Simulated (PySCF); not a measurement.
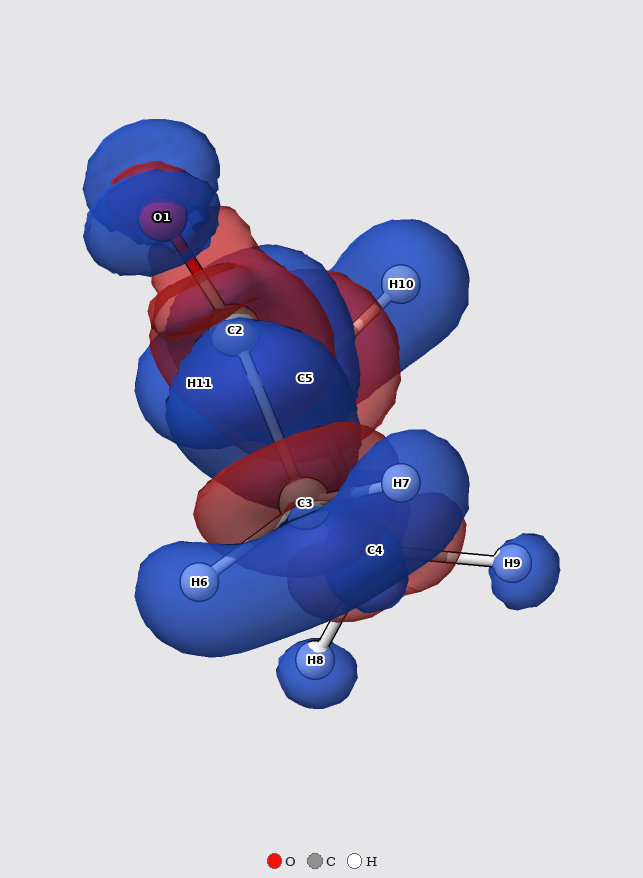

Figure 1: C4H6O, charge +1, doublet, SMILES `[O+]=C1CCC1`. Fukui function f⁻ = ρ(N) − ρ(N−1) at fixed geometry, surfaces at ±0.04 e/Å³ (blue positive, red negative).

Computed with PySCF, HF/def2-SVP, geometry: GFN2-xTB. No frequency check shows the geometry to be a minimum. GFN2-xTB doesn't know the spin state, so this open-shell geometry is rough.

Cartesian coordinates (Å):

```
O1      -1.8938    0.0000    0.0003
C2      -0.7307   -0.0001   -0.0003
C3       0.3997   -1.0340   -0.0001
C4       1.5245    0.0000    0.0004
C5       0.3997    1.0340   -0.0001
H6       0.3225   -1.6394   -0.9076
H7       0.3227   -1.6394    0.9073
H8       2.1503    0.0002   -0.8874
H9       2.1504   -0.0003    0.8871
H10      0.3226    1.6394    0.9073
H11      0.3223    1.6395   -0.9075
```

### Which atoms respond most to the removal of an electron?

f⁻ (Hirshfeld-condensed) is largest on C3 and C5 (0.14 each), O1 (0.13) and C2 (0.13); the vertical ionisation energy is 17.70 eV (to the singlet dication, which needn't be its lowest state). Condensed values hint at sites of electrophilic attack but needn't mark the atom that reacts. Shares this close don't rank the sites. Orbital relaxation makes it negative in places (0.33 e in all).

Run time: 2.8 s on 1 thread of Intel(R) Xeon(R) Platinum 8375C CPU @ 2.90GHz (Ice Lake), with other jobs on the host, peak memory 0.2 GiB.
